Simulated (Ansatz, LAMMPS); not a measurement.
# Glassy 46SiO2-16Al2O3-16BaO-16Li2O-5Sc2O3 (mol %) (121 atoms): geometry optimisation, part 3 of 3

Aim: bring glassy 46SiO2-16Al2O3-16BaO-16Li2O-5Sc2O3 (mol %) (121 atoms) to a nearby minimum of the energy and see what moves.

Ansatz 0.2.0; Kohn-Sham DFT, PBE, PAW (set soft_2), plane waves.

The cell: 17 Si, 12 Al, 6 Ba, 12 Li, 4 Sc and 70 O. The quench rate of 30 K/ps far exceeds what a furnace or splat quench reaches. The starting topology of bonds comes from the classical model. Only the Γ point is sampled, in a cell whose shortest periodic width is 12 Å. The levels lack spin–orbit coupling.

So far, density (g/cm³): step 5 (structure statistics after relaxation) 3.22.

## (6) Single point at the relaxed geometry

One more single point at the end of the walk gives the fuller output and checks the residual forces.

Contents of input.yaml:

```yaml
crystal:
  lattice:
    - [11.57411, 0.0, 0.0]
    - [0.0, 11.57411, 0.0]
    - [0.0, 0.0, 11.57411]
  atoms:
    - { symbol: Si, position: [0.72035, 0.87472, 0.44958] }
    - { symbol: Si, position: [0.51656, 0.63269, 0.97335] }
    - { symbol: Si, position: [0.35933, 0.94609, 0.53008] }
    - { symbol: Si, position: [0.06959, 0.77646, 0.63634] }
    - { symbol: Si, position: [0.57372, 0.79592, 0.64166] }
    - { symbol: Si, position: [0.92341, 0.68085, 0.43456] }
    - { symbol: Si, position: [0.67859, 0.10803, 0.96389] }
    - { symbol: Si, position: [0.5461, 0.70918, 0.31964] }
    - { symbol: Si, position: [0.52304, 0.54931, 0.52601] }
    - { symbol: Si, position: [0.87575, 0.28369, 0.86992] }
    - { symbol: Si, position: [0.33205, 0.52473, 0.12553] }
    - { symbol: Si, position: [0.0867, 0.41266, 0.27814] }
    - { symbol: Si, position: [0.09682, 0.16951, 0.83569] }
    - { symbol: Si, position: [0.58391, 0.41258, 0.89178] }
    - { symbol: Si, position: [0.99573, 0.0561, 0.22012] }
    - { symbol: Si, position: [0.41558, 0.89741, 0.17365] }
    - { symbol: Si, position: [0.43498, 0.11968, 0.34883] }
    - { symbol: Al, position: [0.85406, 0.28133, 0.30978] }
    - { symbol: Al, position: [0.23555, 0.20188, 0.18728] }
    - { symbol: Al, position: [0.58225, 0.20624, 0.74283] }
    - { symbol: Al, position: [0.84784, 0.89736, 0.04558] }
    - { symbol: Al, position: [0.76191, 0.12606, 0.51307] }
    - { symbol: Al, position: [0.723, 0.69365, 0.13382] }
    - { symbol: Al, position: [0.97702, 0.64112, 0.16384] }
    - { symbol: Al, position: [0.00922, 0.01719, 0.49495] }
    - { symbol: Al, position: [0.2195, 0.15343, 0.58443] }
    - { symbol: Al, position: [0.36572, 0.34703, 0.65259] }
    - { symbol: Al, position: [0.20947, 0.76629, 0.06529] }
    - { symbol: Al, position: [0.0318, 0.72913, 0.91748] }
    - { symbol: Ba, position: [0.29779, 0.60507, 0.78882] }
    - { symbol: Ba, position: [0.8487, 0.95048, 0.75251] }
    - { symbol: Ba, position: [0.24065, 0.67558, 0.37604] }
    [... 83 atom lines left out ...]
    - { symbol: O, position: [0.64052, 0.63261, 0.25002] }
    - { symbol: O, position: [0.60281, 0.81083, 0.77655] }
    - { symbol: O, position: [0.55232, 0.19314, 0.33813] }
    - { symbol: O, position: [0.50216, 0.92994, 0.06973] }
    - { symbol: O, position: [0.43719, 0.21912, 0.70359] }
    - { symbol: O, position: [0.18086, 0.78661, 0.9128] }
kpoints:
  mp_grid: { grid: [1, 1, 1] }
hamiltonian:
  xc: pbe
scf:
  occupations: { method: fermi_dirac, width: 0.025 }
output:
  forces: true
  stress: true
  populations: true
  dos:
    method: { smearing: { sigma: 0.08 } }
    de: 0.1
    projected: { site_lists: { Al: [Al], Ba: [Ba], Li: [Li], O: [O], Sc: [Sc] } }
  eigenvalues: true
  write_density: true
  write_potential: true
  volumetric_format: npy
  elf: true
```

Command:

```bash
ansatz run input.yaml --threads 4 --pin off --max-ram 8192MiB --backend cpu --events-out ev --progress --plain --runs-dir out
```

Numbers of over 12 decimals in the logs are rounded to 6 here.

What it wrote:

```text
[...]
Crystal: 121 atoms, lattice volume = 1550.468 Å³
Basis set: ecut = 420 eV, 30551 PW (Γ), exchange–correlation on 160×160×160 points (8 copies of the dense FFT grid, shifted against one another)
Bands: 453, of which v1, the nominal top of the filled ones, is band 332 counted from 1 (331 counted from 0)
Symmetry: 1 space group operations
[...]
k-points: 1
[...]
SCF iter   1: F=—  HF=-103839.861066 eV  |F-HF|=—  |Δ(HF+E_count)|=         —  Δρ=1.94e-3  dr2=7.53e-2  ethr=1.77e-3  ⟨swp⟩=6.0  Hψ=1991  notcnv=0  defer=88
[...]
SCF iter  10: F=-103839.864278 eV  HF=-103839.864278 eV  |F-HF|=3.20e-9  |Δ(HF+E_count)|=   8.64e-8  Δρ=1.36e-6  dr2=2.74e-8  ethr=1.51e-11  ⟨swp⟩=22.0  Hψ=3943  notcnv=0
SCF 1 converged in 10 iterations: F = -103839.864278 eV  dr2 = 2.74e-8
[...]
SCF converged after 10 iterations
Free energy (F): -103839.864278 eV
[...]
Internal energy: -103839.864278 eV  (E = F + TS)
E sigma→0 (E₀):  -103839.864278 eV
Fermi energy:    6.725029 eV
[...]
--- Forces (eV/Å), atoms counted from 1 ---
  atom   1  Si    -0.00679186    -0.00070404     0.00994671
  atom   2  Si    -0.00790992     0.00436463     0.00818204
  atom   3  Si     0.00459765     0.00422882     0.00421942
  atom   4  Si    -0.01327176     0.00470900     0.00277347
  atom   5  Si     0.00911910     0.01407029    -0.00671780
  atom   6  Si     0.00244046    -0.00211339    -0.01133318
  atom   7  Si    -0.00068934     0.00736156    -0.00194339
  atom   8  Si    -0.00160789     0.01945693    -0.00829577
  atom   9  Si     0.01677143     0.01254770     0.00613115
  atom  10  Si    -0.00568753    -0.00232966    -0.00724900
  atom  11  Si     0.00649066     0.00475821    -0.00485762
  atom  12  Si    -0.01049332    -0.00642138    -0.00248129
  atom  13  Si     0.00307846    -0.01174826    -0.00232054
  atom  14  Si     0.01851307     0.00751921    -0.00515402
[...]
atom 120  O     -0.00487896     0.00419421    -0.00382812
  atom 121  O     -0.00178550     0.00330800    -0.00510853
  max |Σ_I F_I| component: 5.76e-5 eV/Å
--- Stress (GPa, compression-positive) ---
        3.230981       0.917764      -0.570182
        0.917766       0.768774       1.171530
       -0.570183       1.171530       0.604471
  P = ⅓ Tr σ = 1.5347 GPa (15.347 kbar)
--- Band table (eV) ---
[...]
--- Löwdin populations: 121 sites ---
  site symbol       q [e]
     0     Si      2.2794
     1     Si      2.3611
     2     Si      2.3496
[...]
120      O      6.8577
  spilling = 0.011037 (of n_electrons = 664.000000)
```

Wall time 31 s (4 threads of Arm Neoverse V2, shared host); peak memory 2.3 GiB.

The run gave:

```
free energy                                      : -103839.8643 eV
free energy per atom                             : -858.1807 eV/atom
SCF cycles                                       : 10
pressure                                         : 1.535 GPa
r.m.s. force component                           : 0.00613 eV/Å
longest force                                    : 0.02578 eV/Å
Fermi energy                                     : 6.725 eV
gap (highest filled to lowest empty level) : 4.052 eV
spilling of the projection                       : 0.01104
```

Löwdin charges by element (they lack the spilled electrons, 0.061 e an atom on average):

```tsv
element	coordination	atoms	mean charge (e)	spread	least	most
Al	all	12	1.24	0.0424	1.13	1.29
Ba	all	6	1.90	0.0137	1.88	1.92
Li	all	12	0.795	0.0211	0.747	0.825
O	all	70	-0.878	0.0723	-1.12	-0.719
Sc	all	4	1.26	0.0255	1.23	1.30
Si	all	17	1.65	0.0382	1.59	1.72
```

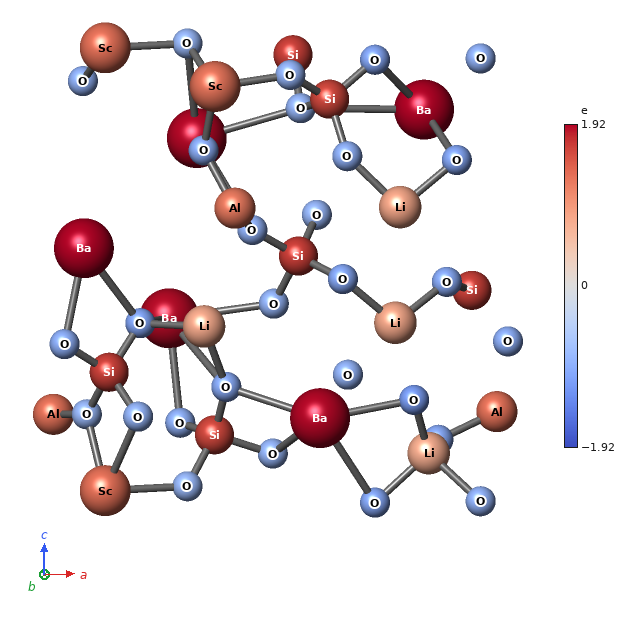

Atoms coloured by Löwdin charge. Drawn is a slice 4 Å thick, seen along the normal of the ac plane. Bonds to atoms that aren't drawn are left out.

States in the cell by windows of 1 eV, zero at the Fermi level; the larger projections on atomic orbitals stand beside the total:

```tsv
from (eV)	to (eV)	total	O p	Sc d
-10	-9	9.5	6.5	0.0
-9	-8	17.0	12.2	0.1
-8	-7	27.9	21.0	0.2
-7	-6	47.6	36.8	0.7
-6	-5	61.2	50.9	0.7
-5	-4	88.0	78.1	1.7
-4	-3	94.9	88.2	1.3
-3	-2	63.0	59.8	0.4
-2	-1	0.8	0.8	0.0
-1	1	0.0	0.0	0.0
1	2	0.5	0.0	0.0
2	3	15.6	1.1	10.9
3	4	32.2	2.8	12.7
4	5	41.6	3.3	5.2
```

The curve was stored every 0.10 eV, coarse against its broadening of 0.08 eV, so these counts are rough.

Between -26 and -10 eV lie 186 more states.

The stored curve holds about 596 of the 664 electrons; the rest, give or take the few that broadening carries across the Fermi level, lie in deeper levels below its range.

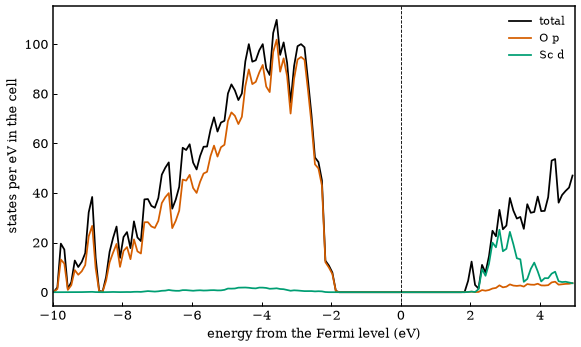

Total and projected density of states, with the broadening of the input.

Not all projections were asked for or kept, so they needn't add up to the total.

The levels nearest the highest filled one (over half full), pooled over k-points and spins:

```tsv
level less the highest filled one (eV)	occupation
-0.342	2
-0.326	2
-0.264	2
-0.246	2
-0.213	2
0	2
4.05	0
4.39	0
4.62	0
4.64	0
4.78	0
4.84	0
```

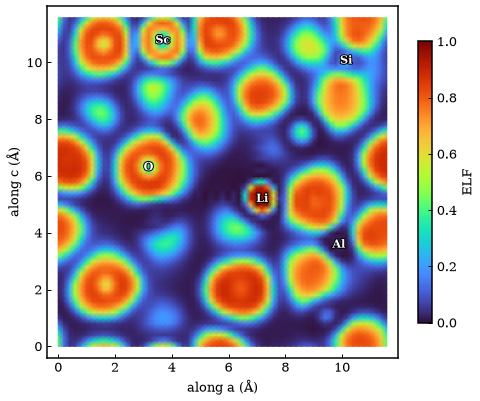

ELF in the ac plane at fractional y = 0.298, with atoms of Si and Al and Li and Sc and O within 0.2 Å of it. It is the smooth field of the valence electrons, not physical close to the nuclei.

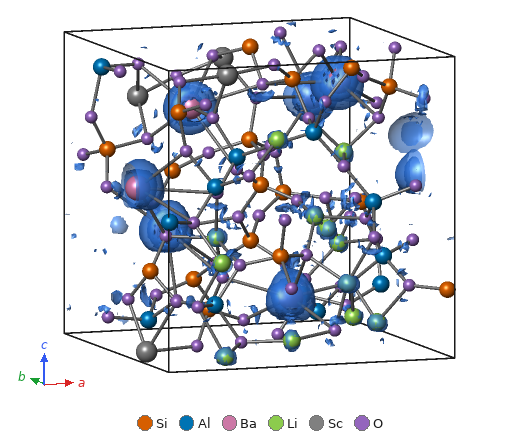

Surface of ELF = 0.85.

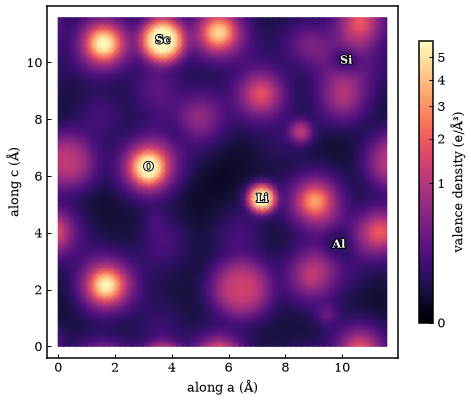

Valence density in the ac plane at fractional y = 0.298, with atoms of Si and Al and Li and Sc and O within 0.2 Å of it. It is the smooth field of the valence electrons, not physical close to the nuclei. The colour scale is stretched toward low values.

Mean Löwdin charges: Al +1.24, Ba +1.90, Li +0.80, O -0.88, Sc +1.26, Si +1.65 e (they miss 1.1 % of the electrons, so they add up to more than the cell's charge). The largest share in the top eV of filled states is O p (97 % of the projected weight), and in the lowest eV of empty states Sc d (74 % of the projected weight).

The surroundings of Sc50, one of the 4 Sc atoms, nearest first, numbered as they follow in the input and with coordinates relative to it.

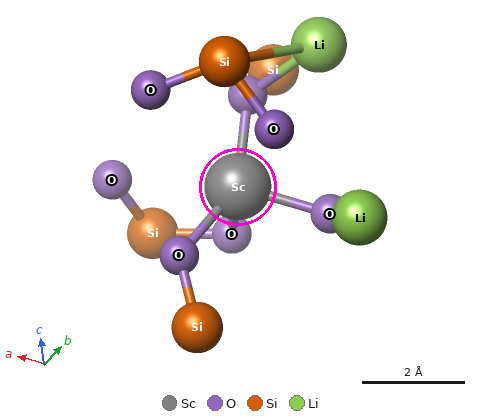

The atoms of the table, within 3.4 Å (arrows a, b, c point along x, y, z); some may hide others; the central atom is ringed.

```tsv
atom	x	y	z	distance (Å)	bonds	Löwdin charge (e)
Sc50	0.00	0.00	0.00	0.00	5	1.23
O65	-1.57	0.81	-0.73	1.91	3	-0.72
O119	-0.10	0.59	1.89	1.98	3	-0.82
O117	1.07	-0.79	-1.50	2.01	3	-0.83
O67	-1.03	-1.74	0.35	2.06	3	-0.83
O81	0.83	2.50	-0.56	2.70	3	-0.84
O103	1.46	-2.11	1.15	2.81	3	-0.85
Si2	0.07	-2.85	0.78	2.96	4	1.64
O110	2.79	1.25	0.65	3.13	3	-0.87
Li38	-1.22	2.19	-1.89	3.14	3	0.81
Li36	-0.50	2.58	1.90	3.24	3	0.77
Si16	-1.10	0.21	3.09	3.29	4	1.68
Si5	0.73	-0.96	-3.06	3.29	4	1.68
Si7	1.95	2.65	0.67	3.35	4	1.60
```

The column of bonds counts only the pairs O-Si within 2.08 Å, O-Al within 2.33 Å, O-Li within 2.33 Å, O-Ba within 3.29 Å, O-Sc within 2.76 Å; other neighbours, such as metal atoms beside each other in a compound, aren't counted, and periodic images can show an atom twice.

## (7) Results

```yaml
energy_change_in_the_relaxation: -46.01 meV/atom
r_m_s_displacement: 0.28 Å
largest_displacement: 1.124 Å
free_energy_per_atom: -858.1807 eV/atom
pressure: 1.535 GPa
r_m_s_force_component: 0.00613 eV/Å
spacing_of_highest_filled_and_lowest_empty_level: 4.052 eV
wall_time_of_the_3_dft_runs: 7.1 min
```

Relaxation lowers the energy by 46.0 meV/atom and moves atoms by 0.28 Å r.m.s.; the r.m.s. force component goes from 0.84 to 0.0061 eV/Å, the pressure goes from 6.1 to 1.5 GPa, and the gap from 3.75 to 4.05 eV. From the first step to the last the energy fell by 5.567 eV, and the largest move was 1.12 Å (Li46). The O-Ba bonds change most in mean length: from 2.958 Å (spread 0.168) to 2.833 Å (spread 0.187), and their number from 46 to 42. Counting bonds to Si and Al alone, not to Sc, 66 % of the oxygens join two of these atoms and 31 % one; 1 % join three; 1 % join none. Between filled and empty levels lie 4.05 eV (at Γ alone); a semilocal functional tends to put such gaps too low. In a disordered cell it changes from sample to sample, and tail or defect levels can set it.

Caveats: The network of bonds at the start is that of the classical potential that made the cell; in DFT atoms moved by 0.28 Å r.m.s. The pressure of 1.5 GPa says that the cell would expand at this level of theory.

[Logs are printed without paths, hosts, clocks, repeated set-up lines and the standing remarks that a program may print on its own settings, such as how far it seeks lower states.]

[Hosts, paths, dates, database ids (printed as entryN), source tags and the programs' standing remarks are cut or masked in the printed files.]
